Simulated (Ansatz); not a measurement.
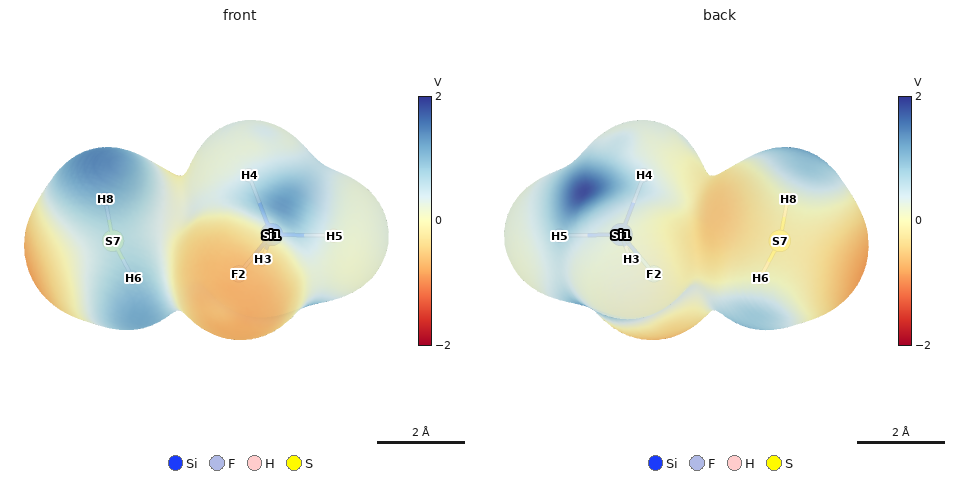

Figure. FH3Si···H2S. The electrostatic potential painted on the density surface at 0.002 e/bohr³, seen from the front and from behind; red is negative and blue positive.

The reactant side of a reaction path; geometry: PBE0-D4/def2-TZVP.

The calculation used Ansatz 0.2.0, RKS PBE0-D4/def2-TZVPP.

```xyz
8

Si   -0.5393    0.3828   -1.1848
F     1.0523    0.2686   -1.0086
H    -1.1256   -0.9736   -1.1114
H    -1.0734    1.2610   -0.1197
H    -0.7870    0.9831   -2.5184
H     1.4402   -0.9486    1.2344
S     0.4295   -1.1027    2.1035
H     0.6032    0.1295    2.6050
```

Where is the surface potential most negative and most positive?

Answer. The most negative region (about −0.8 V) lies over F2 and S7, the most positive (about +1.7 V) over Si1.
